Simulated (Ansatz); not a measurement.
# Calculations on GaH2BrCl2

**1. Relaxation**

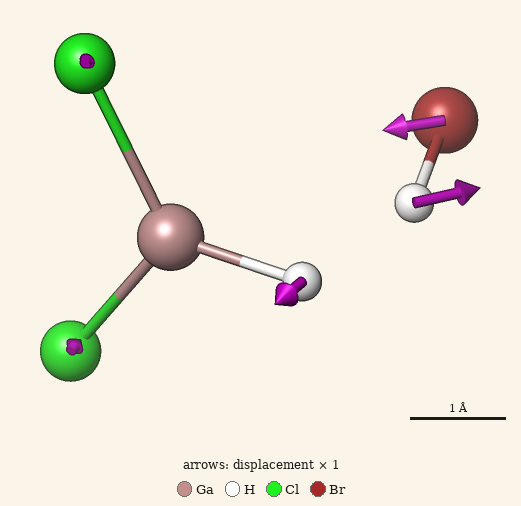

This is a relaxation of GaH2BrCl2. The starting structure is drawn; purple arrows show the displacements, at their true length. The two geometries are superimposed by the best rigid fit.

Style: ball-and-stick. Shown at a tilt.

The run prepares an end point of a later path (reaction) calculation, from a guessed geometry.

The calculation used RKS PBE/def2-SVP (Ansatz 0.2.0). Set-up: no spin polarisation; force threshold 0.03 eV/Å; at most 50 steps.

**What happened in the run?**

Over 10 accepted moves (12 points after the start) the energy falls by 21.3 kJ/mol. The largest force component goes from 1.2 to 0.00072 eV/Å. The line search rejected the trial steps at points 8, 11 of the run. The atom that moves furthest after the best rigid fit is an H atom (0.77 Å). By element the largest moves are H 0.77 Å, Br 0.68 Å, Cl 0.21 Å, Ga 0.07 Å. Near-neighbour distances that change, for instance: Br–Ga 3.617 → 2.950 Å, Br–H 1.508 → 1.439 Å, Cl–Ga 2.148 → 2.168 Å, Ga–H 1.570 → 1.564 Å. Among the angles between lasting bonds that change: Cl–Ga–Cl 118.6° → 114.7°.

**2. Relaxation**

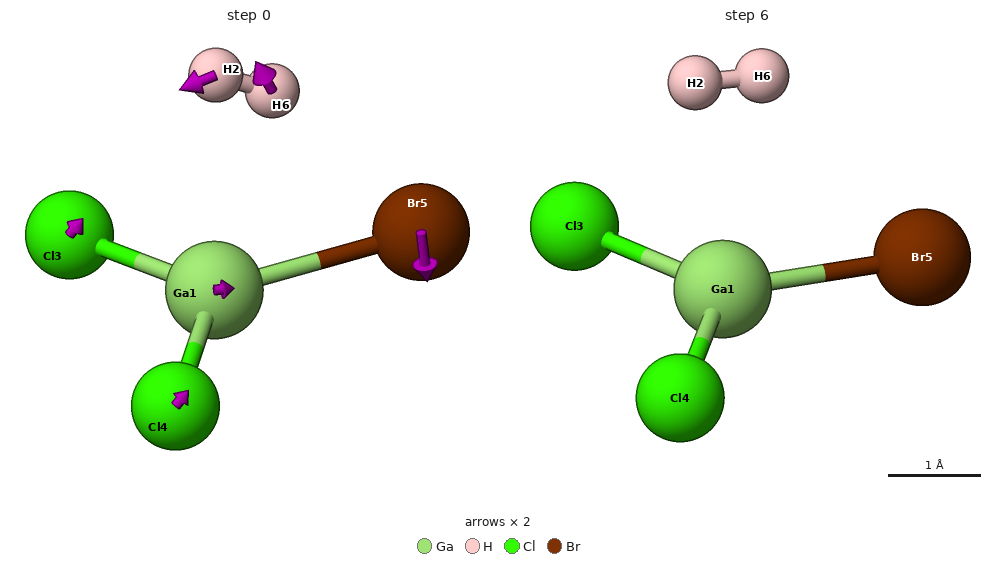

The structure of GaH2BrCl2 before (left) and after (right) a relaxation, at one scale. The purple arrows give the displacements, magnified 2 times.

Style: ball-and-stick. Shown from a free direction.

The run prepares an end point of a later path (reaction) calculation, from a guessed geometry.

The calculation used RKS PBE/def2-SVP in Ansatz 0.2.0. (no spin polarisation; force threshold 0.03 eV/Å; at most 50 steps)

Summarise the run.

Answer. After 6 geometry steps the energy has fallen by 13.6 kJ/mol. The largest force component goes from 1.9 to 0.0094 eV/Å. The atom that moves furthest after the best rigid fit is Br5 (0.33 Å). Largest moves by element: Br 0.33 Å, H 0.22 Å, Cl 0.13 Å, Ga 0.12 Å. Among the contacts that change: Ga1–Br5 2.384 → 2.285 Å, H2–H6 0.725 → 0.771 Å, Ga1–Cl3 2.142 → 2.146 Å.

Limits of the set-up: the start holds two separate molecules, 2.5 Å apart at their closest, whose relative position is a soft coordinate and is computed without a dispersion correction.

**3. Path**

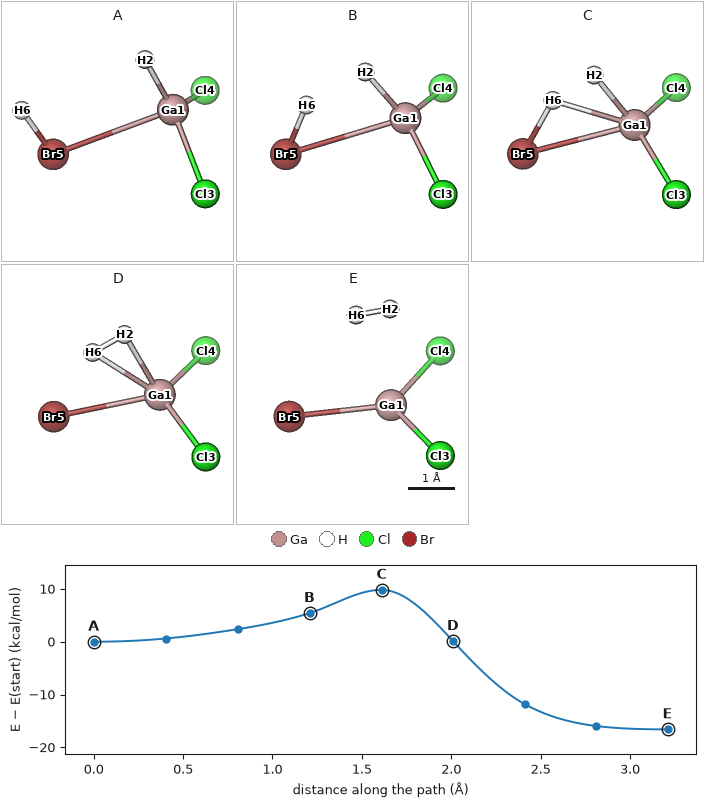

A nudged-elastic-band calculation for GaH2BrCl2. Images are numbered from 0 (start) to 8 (end). Frames A to E are images 0, 3, 4, 5, 8. A ball-and-stick model, seen from a free direction.

Method: Ansatz 0.2.0, RKS PBE/def2-SVP.

The input:
```yaml
crystal:
  periodic: [false, false, false]
  atoms:
    - { symbol: Ga, position_ang: [0.004069, 0.223313, 0.011446] }
    - { symbol: H, position_ang: [0.001324, 0.801236, 1.464654] }
    - { symbol: Cl, position_ang: [1.823319, 0.118538, -1.162814] }
    - { symbol: Cl, position_ang: [-1.82564, 0.032037, -1.135321] }
    - { symbol: Br, position_ang: [0.076661, -2.558291, 0.992541] }
    - { symbol: H, position_ang: [0.076467, -2.160533, 2.375495] }
basis:
  gaussian: { orbitals: def2-SVP }
hamiltonian:
  xc: pbe
neb:
  order_check: false
  images: 7
  f_tol: 0.03
  max_iterations: 60
  final_atoms:
    - { symbol: Ga, position_ang: [0.0260073, -0.81488992, -0.40903634] }
    - { symbol: H, position_ang: [0.00966041, 0.31238013, 2.08889819] }
    - { symbol: Cl, position_ang: [1.84542186, 0.24168659, -0.83211541] }
    - { symbol: Cl, position_ang: [-1.8451241, 0.16014286, -0.8014158] }
    - { symbol: Br, position_ang: [0.08012792, -3.00365138, 0.24396125] }
    - { symbol: H, position_ang: [0.0401066, -0.43936827, 2.25570911] }
  initial_path:
    images:
      - { positions_ang: [[0.004069, 0.223313, 0.011446], [0.001324, 0.801236, 1.464654], [1.823319, 0.118538, -1.162814], [-1.82564, 0.032037, -1.135321], [0.076661, -2.558291, 0.992541], [0.076467, -2.160533, 2.375495]] }
      - { positions_ang: [[0.00222092, 0.16943523, 0.01140912], [0.00154909, 0.59382265, 1.5812277], [1.85079429, 0.09788436, -1.15060337], [-1.85581479, 0.02951182, -1.12724666], [0.0879987, -2.56526634, 0.94936822], [0.0694518, -1.86908772, 2.28184599]] }
      - { positions_ang: [[0.00037283, 0.11555746, 0.01137224], [0.00177418, 0.3864093, 1.6978014], [1.87826958, 0.07723072, -1.13839274], [-1.88598958, 0.02698664, -1.11917231], [0.09933639, -2.57224169, 0.90619544], [0.06243659, -1.57764245, 2.18819697]] }
      - { positions_ang: [[-0.00147525, 0.0616797, 0.01133536], [0.00199928, 0.17899595, 1.8143751], [1.90574488, 0.05657709, -1.12618211], [-1.91616438, 0.02446146, -1.11109797], [0.11067409, -2.57921703, 0.86302265], [0.05542139, -1.28619717, 2.09454796]] }
      - { positions_ang: [[-0.00332334, 0.00780193, 0.01129848], [0.00222437, -0.0284174, 1.9309488], [1.93322017, 0.03592345, -1.11397148], [-1.94633917, 0.02193629, -1.10302362], [0.12201178, -2.58619237, 0.81984987], [0.04840618, -0.99475189, 2.00089895]] }
      - { positions_ang: [[0.00400932, -0.19787104, -0.09378523], [0.00408338, 0.05678198, 1.97043615], [1.91127059, 0.08736423, -1.04350746], [-1.9210354, 0.05648793, -1.02762167], [0.11154082, -2.69055712, 0.67587772], [0.04633129, -0.85590599, 2.06460149]] }
      - { positions_ang: [[0.01134198, -0.403544, -0.19886893], [0.00594239, 0.14198137, 2.0099235], [1.88932102, 0.13880502, -0.97304344], [-1.89573163, 0.09103957, -0.95221971], [0.10106985, -2.79492188, 0.53190556], [0.04425639, -0.71706008, 2.12830403]] }
      - { positions_ang: [[0.01867464, -0.60921696, -0.30395264], [0.0078014, 0.22718075, 2.04941084], [1.86737144, 0.1902458, -0.90257942], [-1.87042787, 0.12559122, -0.87681776], [0.09059889, -2.89928663, 0.3879334], [0.04218149, -0.57821418, 2.19200657]] }
      - { positions_ang: [[0.0260073, -0.81488992, -0.40903634], [0.00966041, 0.31238013, 2.08889819], [1.84542186, 0.24168659, -0.83211541], [-1.8451241, 0.16014286, -0.8014158], [0.08012792, -3.00365138, 0.24396125], [0.0401066, -0.43936827, 2.25570911]] }
```

Run as
```bash
ansatz run input.yaml --threads 4 --pin off --max-ram 5120MiB --backend cpu --events-out ev --progress --plain --runs-dir out
```

### Describe the mechanism and the energy profile.

Breaking: Br5–H6 (1.44 → 1.67 at the top → 3.26 Å), Ga1–H2 (1.56 → 1.69 at the top → 2.74 Å). Forming: H2–H6 (3.10 → 1.17 at the top → 0.77 Å). The energy climbs by 9.8 kcal/mol to image 4 and then falls by 26.4 kcal/mol, so the end point sits at −16.6 kcal/mol. The band is converged. At the top, the vibrational analysis gives one imaginary mode (690i cm⁻¹), as a transition state must have.
